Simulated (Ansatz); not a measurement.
MoSi$_{2}$ (MoSi2 type, space group I4/mmm)

```
CELL_PARAMETERS angstrom
     -1.59511     1.59511     3.91030
      1.59511    -1.59511     3.91030
      1.59511     1.59511    -3.91030
ATOMIC_POSITIONS crystal
  Mo 0.00000 0.00000 0.00000
  Si 0.33509 0.33509 0.00000
  Si 0.66491 0.66491 0.00000
```

Equation-of-state scan: isotropic scaling of the cell above, V₀ being its volume. The atoms relax within the cell's symmetry.

Level of theory: PBEsol (plane waves to 420 eV, PAW, scalar-relativistic; Ansatz, a quantum-chemistry and plane-wave program). k mesh 20×20×20 (Γ-centred), Fermi-Dirac smearing 0.05 eV. E stands for the smeared free energy. With the shape held, the modulus is that of even scaling; a crystal free to change shape is softer. MoSi2 is run without spin polarisation. MoSi2 was relaxed with its symmetry unable to fall. ΔE is measured from the relaxed starting cell.

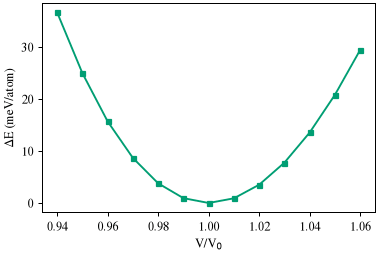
*ΔE (meV/atom) against V/V₀; computed points joined by lines.*

**Question.** What is ΔE at V/V₀ = 1.060?

**Answer.** About 29 meV/atom.

**Question.** What bulk modulus at fixed cell shape B₀ follows from a third-order Birch-Murnaghan fit?

**Answer.** About 220 GPa.

**Question.** What is ΔE at V/V₀ = 0.940?

**Answer.** About 37 meV/atom.

(A scan under strain: stresses follow from slopes of the energy per volume, elastic moduli from its curvatures.)
